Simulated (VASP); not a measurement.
Band structure of Si (relaxed from the lonsdaleite structure, space group P6_3/mmc). These are r2SCAN meta-GGA, VASP's PBE PAW potentials (set 64) (plane waves; VASP) values and carry that method's errors.

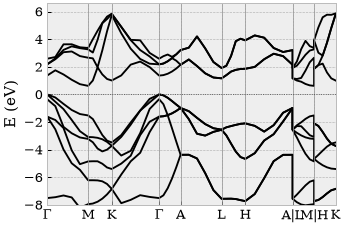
Bands along high-symmetry lines, zero at the valence-band maximum or, without a gap, the Fermi level

**Question.** Read the plot: is there a gap, and where are the band edges?

**Answer.** The gap is indirect, 0.62 eV, from the valence maximum at Γ to the conduction minimum at M.

The structure was generated: Si was put into the lonsdaleite type (P6_3/mmc), which need not be its known phase. It was relaxed first, which changed the volume by +16 %.
